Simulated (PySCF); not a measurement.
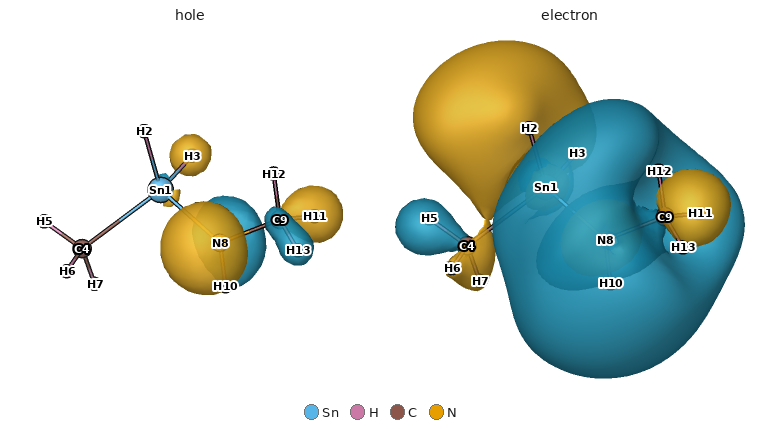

Figure 1: SnH2Me(NHMe) (C2H9NSn). Leading natural transition orbital pair of S₁ (TDA singlet states); the surfaces enclose about 78 % of each orbital's density.

Level of theory: B3LYP/def2-TZVP (PySCF), at a geometry from GFN2-xTB. Core potentials replace the inner electrons of Sn; spin–orbit coupling isn't included. No frequency check shows the geometry to be a minimum. GFN2-xTB bond lengths at metals and heavier atoms can be off by up to 0.1 Å and shapes distorted, which carries into these values. Without diffuse functions Rydberg states are missing, so the states' numbers hold for this basis only.

Give its energy and the atoms that hole and electron lie on.

5.08 eV (244 nm), f = 0.037; the leading pair carries 99 %; hole on N8 (61 %), C9 (9 %) and Sn1 (9 %), electron on Sn1 (39 %), N8 (15 %) and H10 (13 %); their centroids lie 1.2 Å apart. In canonical orbitals it is mainly HOMO → LUMO (92 %). The HOMO–LUMO gap is 6.08 eV.
